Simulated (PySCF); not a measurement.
# Cu: dipole response in aug-cc-pVTZ-PP with ECP10

Aim: the static polarisability and the C₆ coefficient of Cu, method by method.

Program: PySCF 2.14.0. Level of theory: unrestricted determinants in a Gaussian basis, no spin-orbit coupling in the energies. These are calculated values, not measurements, unless marked.

**1. The atom as given**

- Element: copper (Z = 29)
- Basis: aug-cc-pVTZ-PP with ECP10MDF (6s6p5d3f2g, 88 functions)
- Hamiltonian: a scalar-relativistic core potential
- State 1: Cu: [Ar] 3d9 4s2, 2D determinant (an excited configuration)
- Methods: HSE06, r2SCANh

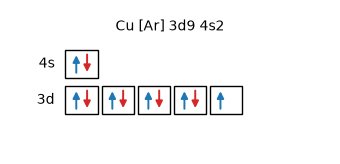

Outer shells as boxes.

One driver process ran all states and methods and kept the integrals in memory. Each run is shown as a PySCF script that sums up its settings (the driver passes frozen orbitals as a list and adds second-order terms of double hybrids); the logs are those of the runs themselves. The driver starts from symmetry-adapted Hartree-Fock orbitals, holds the occupation by maximum overlap and uses a logarithmic radial grid for functionals, so a plain start would take other cycles.

The integrals over 88 functions and the set-up took 0.77 s of CPU time.

**2. Cu [Ar] 3d9 4s2**

**HSE06**

File input.py:

```python
from pyscf import gto, scf, dft, mp, cc
import basis_set_exchange as bse
txt = bse.get_basis("aug-cc-pVTZ-PP", elements=["Cu"], fmt="nwchem", header=False)
cut = txt.index("\nECP")
mol = gto.M(atom="Cu 0 0 0", charge=0, spin=1, symmetry="D2h",
            basis=gto.basis.parse(txt[:cut]),
            ecp={"Cu": gto.basis.parse_ecp(txt[cut:])})
mf = dft.UKS(mol, xc="HSE06")
mf.irrep_nelec = {'Ag': (4, 3), 'B1g': (1, 1), 'B2g': (1, 1), 'B3g': (1, 1), 'B1u': (1, 1), 'B2u': (1, 1), 'B3u': (1, 1)}
mf.kernel()
```

The log of the run:

```text
damping factor = 0
level_shift factor = 0
DIIS = <class 'pyscf.scf.diis.CDIIS'>
diis_start_cycle = 1
diis_space = 10
diis_damp = 0
SCF conv_tol = 1e-09
SCF conv_tol_grad = None
number electrons alpha = 10  beta = 9
XC functionals = HSE06
    J. Heyd, G. E. Scuseria, and M. Ernzerhof.,  J. Chem. Phys. 118, 8207 (2003)
    J. Heyd, G. E. Scuseria, and M. Ernzerhof.,  J. Chem. Phys. 124, 219906 (2006)
    A. V. Krukau, O. A. Vydrov, A. F. Izmaylov, and G. E. Scuseria.,  J. Chem. Phys. 125, 224106 (2006)
cycle= 1 E= -197.184975775669  delta_E= -0.017  |g|= 0.132  |ddm|= 0.298
cycle= 2 E= -197.178337244398  delta_E= 0.00664  |g|= 0.257  |ddm|= 0.118
cycle= 3 E= -197.187761559155  delta_E= -0.00942  |g|= 0.00715  |ddm|= 0.0721
cycle= 4 E= -197.187773596497  delta_E= -1.2e-05  |g|= 0.00161  |ddm|= 0.00426
cycle= 5 E= -197.187774025596  delta_E= -4.29e-07  |g|= 0.000145  |ddm|= 0.00068
cycle= 6 E= -197.187774030361  delta_E= -4.76e-09  |g|= 1.09e-05  |ddm|= 7.13e-05
cycle= 7 E= -197.187774030403  delta_E= -4.22e-11  |g|= 9.56e-07  |ddm|= 1.1e-05
converged SCF energy = -197.187774030403  <S^2> = 0.75131223  2S+1 = 2.0013118
```

It used 27 s of CPU time after the integrals (shared host).

Orbital energies by shell (radii are means over both spins):

| shell | electrons | mean orbital energy (eV) | spread (eV) | rms radius (bohr) |
| --- | --- | --- | --- | --- |
| 3s α | 1 | -128.19 | 0 | 0.765 |
| 3s β | 1 | -126.38 | 0 | 0.765 |
| 3p α | 3 | -83.542 | 2.252 | 0.812 |
| 3p β | 3 | -81.601 | 0.110 | 0.812 |
| 3d α | 5 | -12.433 | 2.592 | 1.09 |
| 3d β | 4 | -11.207 | 1.651 | 1.09 |
| 4s α | 1 | -6.274 | 0 | 2.98 |
| 4s β | 1 | -6.090 | 0 | 2.98 |

⟨S²⟩ = 0.751, ⟨L²⟩ = 6.01.

The driver then solved the coupled dipole response at imaginary frequencies: mean α = 43.62 bohr³ (xx, yy, zz: 44.06, 44.06, 42.75), C₆ = 329.4 au for a like pair.

Energies and moments cover only the electrons outside the core potential.

**r2SCANh**

input.py, as changed from the run before:

```diff
@@ -7,3 +7,3 @@
             ecp={"Cu": gto.basis.parse_ecp(txt[cut:])})
-mf = dft.UKS(mol, xc="HSE06")
+mf = dft.UKS(mol, xc="HYB_MGGA_XC_R2SCANH")
 mf.irrep_nelec = {'Ag': (4, 3), 'B1g': (1, 1), 'B2g': (1, 1), 'B3g': (1, 1), 'B1u': (1, 1), 'B2u': (1, 1), 'B3u': (1, 1)}
```

The log of the run:

```text
damping factor = 0
level_shift factor = 0
DIIS = <class 'pyscf.scf.diis.CDIIS'>
diis_start_cycle = 1
diis_space = 10
diis_damp = 0
SCF conv_tol = 1e-09
SCF conv_tol_grad = None
number electrons alpha = 10  beta = 9
XC functionals = HYB_MGGA_XC_R2SCANH
    M. Bursch, H. Neugebauer, S. Ehlert, and S. Grimme.,  J. Chem. Phys. 156, 134105 (2022)
cycle= 1 E= -197.129059571306  delta_E= -0.0148  |g|= 0.174  |ddm|= 0.26
cycle= 2 E= -197.116854466353  delta_E= 0.0122  |g|= 0.344  |ddm|= 0.156
cycle= 3 E= -197.133906584772  delta_E= -0.0171  |g|= 0.00692  |ddm|= 0.0983
cycle= 4 E= -197.133919153762  delta_E= -1.26e-05  |g|= 0.00289  |ddm|= 0.00605
cycle= 5 E= -197.133920519535  delta_E= -1.37e-06  |g|= 0.000134  |ddm|= 0.00146
cycle= 6 E= -197.133920527749  delta_E= -8.21e-09  |g|= 1.22e-05  |ddm|= 0.000298
cycle= 7 E= -197.133920528072  delta_E= -3.23e-10  |g|= 2.02e-06  |ddm|= 8.5e-05
converged SCF energy = -197.133920528072  <S^2> = 0.75192275  2S+1 = 2.0019218
```

It used 68 s of CPU time after the integrals (shared host).

The driver then solved the coupled dipole response at imaginary frequencies: mean α = 42.88 bohr³ (xx, yy, zz: 43.23, 43.23, 42.16), C₆ = 339.5 au for a like pair.

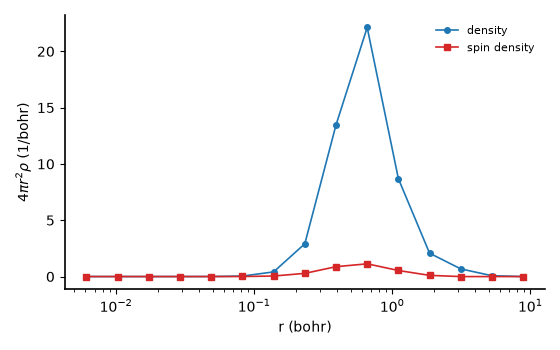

Radial density 4πr²ρ of Cu at r2SCANh, the electrons outside the core potential, at 15 stored radii joined by straight lines.

**3. Polarisabilities and C₆**

Cu [Ar] 3d9 4s2, in atomic units:

| method | mean α | C₆ (like pair) | S(−4) |
| --- | --- | --- | --- |
| HSE06 | 43.62 | 329.4 | 984.1 |
| r2SCANh | 42.88 | 339.5 | 839.3 |

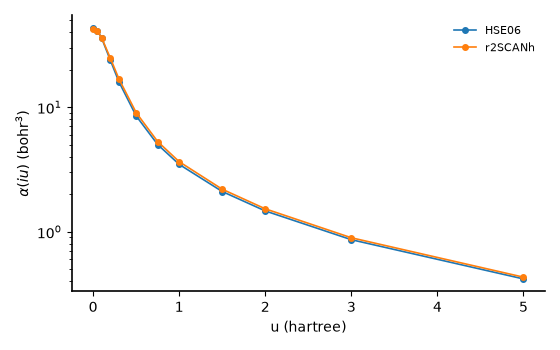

α(iu) of Cu [Ar] 3d9 4s2, the polarisability at imaginary frequency, on a logarithmic scale.

**4. Results**

```
            quantity                                   value
α of Cu [Ar] 3d9 4s2  42.88 (r2SCANh) to 43.62 (HSE06) bohr³
```

A single London oscillator with the computed α and C₆ of Cu [Ar] 3d9 4s2 at HSE06 would have ω = 4 C₆ / (3 α²) = 0.231 hartree. All values hold for this basis alone; no basis-set limit was taken.
